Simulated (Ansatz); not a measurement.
A series of calculations on SiH4SO2F2

**1. Relaxation**

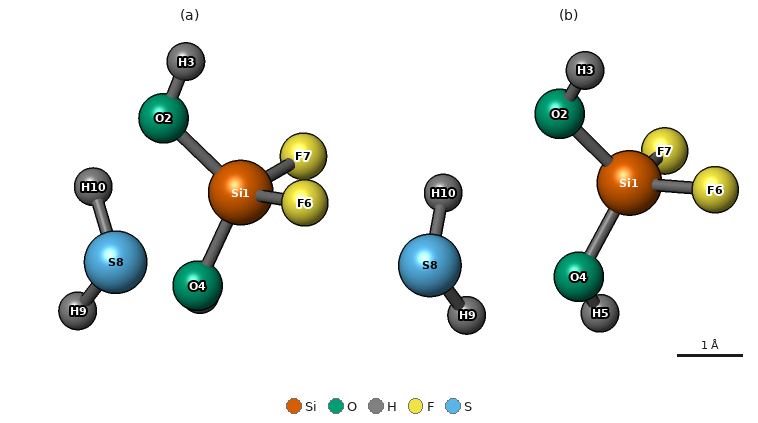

The structure of SiH4SO2F2 before (left) and after (right) a relaxation, at one scale.

Style: ball-and-stick. Shown from a free direction.

The run prepares an end point of a later path (reaction) calculation, from a guessed geometry.

Computed with RKS revPBE/def2-SVP in Ansatz. (no spin polarisation; force threshold 0.03 eV/Å; at most 50 steps)

**Describe what moved and what it gained.**

S8 moves most after the best rigid fit: 1.01 Å. Largest moves by element: S 1.01 Å, F 0.77 Å, H 0.59 Å, O 0.32 Å, Si 0.32 Å. Near-neighbour distances that change, for instance: S8–H10 1.385 → 1.362 Å, Si1–O2 1.674 → 1.654 Å, Si1–F7 1.638 → 1.629 Å, Si1–F6 1.620 → 1.629 Å. Bond angles that change, for instance: O2–Si1–F7 107.6° → 112.3°, O2–Si1–O4 110.8° → 107.4°, O2–Si1–F6 112.1° → 109.8°. Groups turn about Si1–O4 by about 50°, Si1–O2 by about 30°. After 14 accepted moves (15 points after the start) the energy has fallen by 4.16 kcal/mol. The largest force component goes from 0.46 to 0.014 eV/Å. The line search rejected the trial step at point 7 of the run.

Limits of the set-up: the start holds two separate molecules, 2.2 Å apart at their closest, whose relative position is a soft coordinate and is computed without a dispersion correction.

**2. Relaxation**

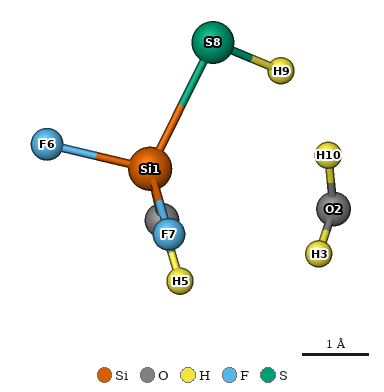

SiH4SO2F2, before the relaxation. A ball-and-stick model, seen from a free direction.

The run prepares an end point of a later path (reaction) calculation, from a guessed geometry.

Computed with RKS revPBE/def2-SVP in Ansatz 0.2.0.

Input
```yaml
crystal:
  periodic: [false, false, false]
  atoms:
    - { symbol: Si, position_ang: [0.323441, 0.608097, -0.35522] }
    - { symbol: O, position_ang: [0.597059, -0.337414, 2.358184] }
    - { symbol: H, position_ang: [-0.220005, -0.863193, 2.258614] }
    - { symbol: O, position_ang: [1.576495, -0.426736, -0.651165] }
    - { symbol: H, position_ang: [1.396226, -1.361514, -0.455073] }
    - { symbol: F, position_ang: [-0.203743, 1.233035, -1.768445] }
    - { symbol: F, position_ang: [-1.009451, -0.196227, 0.175461] }
    - { symbol: S, position_ang: [0.912507, 2.358751, 0.752382] }
    - { symbol: H, position_ang: [1.816412, 1.661714, 1.495986] }
    - { symbol: H, position_ang: [0.22196, 0.566187, 2.506675] }
basis:
  gaussian: { orbitals: def2-SVP }
hamiltonian:
  xc: revpbe
relax:
  f_tol: 0.03
  max_steps: 50
output:
  orbitals: {}
```

Launched with:
```bash
ansatz run input.yaml --threads 4 --pin off --max-ram 5120MiB --backend cpu --events-out ev --progress --plain --runs-dir out
```

**Predict the outcome.**

H5 moves most after the best rigid fit: 1.19 Å. Largest moves by element: H 1.19 Å, F 0.95 Å, O 0.66 Å, S 0.47 Å, Si 0.27 Å. Some distances before and after: O4–H5 0.972 → 1.000 Å, Si1–F7 1.645 → 1.632 Å, Si1–O4 1.652 → 1.641 Å, Si1–S8 2.154 → 2.163 Å. Among the angles between lasting bonds that change: F7–Si1–S8 117.0° → 103.0°, F6–Si1–S8 102.8° → 111.6°, F6–Si1–F7 101.8° → 107.1°. Groups turn about Si1–S8 by about 85°, Si1–O4 by about 80°. Over 30 accepted moves (34 points after the start) the energy falls by 38.1 kJ/mol. The largest force component goes from 0.47 to 0.021 eV/Å. The line search rejected the trial steps at points 5, 16, 25, 26 of the run. The forces were under the threshold at step 27, but the run went on from there.

Step by step:

| step | E − E(0), kJ/mol | largest force component, eV/Å | note |
| --- | --- | --- | --- |
| 0 | 0.00 | 0.4704 |  |
| 1 | -5.54 | 0.4492 |  |
| 2 | -6.95 | 0.5988 |  |
| 3 | -6.99 | 0.3748 |  |
| 4 | -8.38 | 0.3210 |  |
| 5 | -7.18 | 0.9369 | rejected |
| 6 | -9.20 | 0.2384 |  |
| 7 | -10.49 | 0.4937 |  |
| 8 | -12.09 | 0.8200 |  |
| 9 | -15.58 | 0.9005 |  |
| 10 | -21.31 | 0.7043 |  |
| 11 | -23.49 | 0.9012 |  |
| 13 | -31.91 | 0.4284 |  |
| 14 | -32.98 | 0.6401 |  |
| 15 | -34.74 | 0.3197 |  |
| 16 | -34.12 | 0.6869 | rejected |
| 18 | -36.32 | 0.0799 |  |
| 19 | -36.48 | 0.3022 |  |
| 20 | -36.82 | 0.1224 |  |
| 21 | -37.01 | 0.0510 |  |
| 23 | -37.46 | 0.0969 |  |
| 24 | -37.63 | 0.0813 |  |
| 25 | -37.59 | 0.3277 | rejected |
| 26 | -37.61 | 0.1402 | rejected |
| 28 | -37.82 | 0.1891 |  |
| 29 | -37.92 | 0.0402 |  |
| 30 | -37.95 | 0.0342 |  |
| 31 | -38.00 | 0.0391 |  |
| 33 | -38.05 | 0.0520 |  |
| 34 | -38.06 | 0.0212 |  |

The structure at the end:

```xyz
10

Si    0.1852    0.7222   -0.5523
O     0.8626   -0.9387    2.3587
H    -0.0319   -1.2860    2.5416
O     1.1295   -0.6030   -0.3418
H     1.1413   -0.8994    0.6130
F     0.4518    1.2800   -2.0549
F    -1.4116    0.4046   -0.4340
S     0.4865    2.2640    0.9348
H     1.8379    2.2717    0.7497
H     0.7597    0.0273    2.5026
```

The end point in the same view:

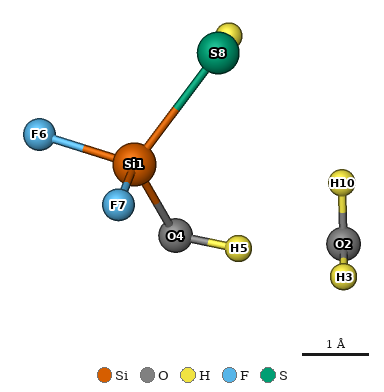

**3. Path**

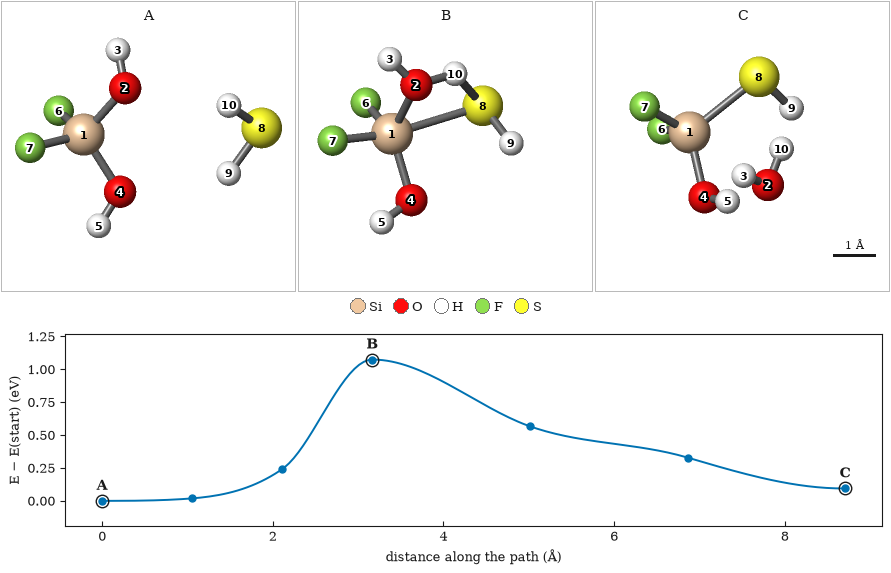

NEB run on SiH4SO2F2, made up at the start of SiH₂O₂F₂ and H$_{2}$S. Images are numbered from 0 (start) to 6 (end). Frames A to C are images 0, 3, 6. The picture is a ball-and-stick view, seen at a tilt.

Theory: Ansatz 0.2.0, RKS revPBE/def2-SVP. Run with 5 movable images; climbing image; force threshold 0.03 eV/Å; iteration limit 60; starting path through a guess of the saddle point.

**Describe the mechanism and the energy profile.**

The energy climbs by 1.07 eV to image 3 and then falls by 0.98 eV, so the end point sits at +0.09 eV. Breaking: S8–H10 (1.36 → 1.72 at the top → 2.75 Å), Si1–O2 (1.65 → 1.84 at the top → 3.42 Å). Forming: O2–H10 (2.63 → 1.17 at the top → 0.98 Å), Si1–S8 (4.41 → 2.42 at the top → 2.16 Å). The band converged in 23 iterations. The largest component of the band force went from 24 to 0.017 eV/Å. The climbing image converged on the top of the path. Its vibrational analysis gives one imaginary mode (699i cm⁻¹), as a transition state must have.

Limits of the set-up: the start holds two separate molecules, 2.6 Å apart at their closest, whose relative position is a soft coordinate and is computed without a dispersion correction.
